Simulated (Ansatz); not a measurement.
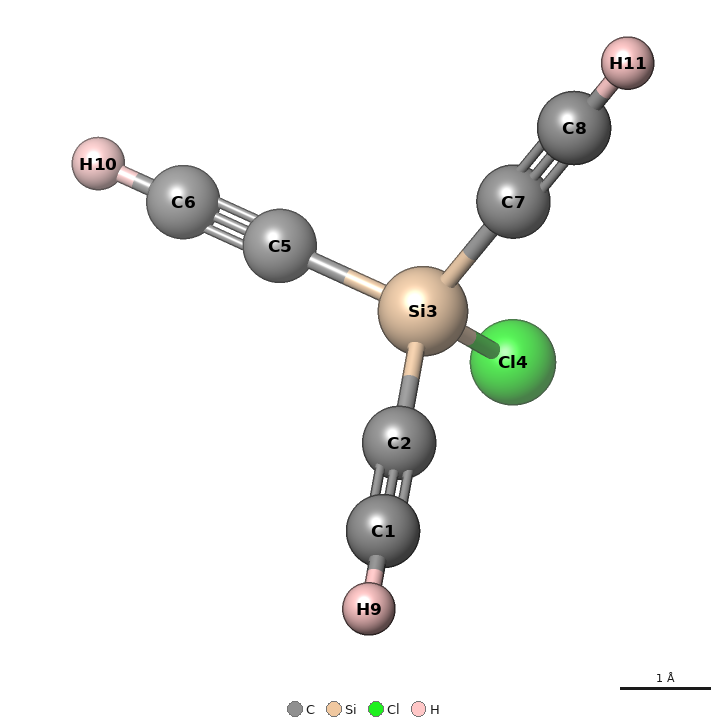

Orthographic view. Distant atoms are faded towards the background colour. The geometry was computed by an optimisation with PBE-D4/def2-SVP. No frequency run is at hand to confirm it as a minimum.

Write the connection table.

C1: C2, H9
C2: C1, Si3
Si3: C2, Cl4, C5, C7
Cl4: Si3
C5: Si3, C6
C6: C5, H10
C7: Si3, C8
C8: C7, H11
H9: C1
H10: C6
H11: C8
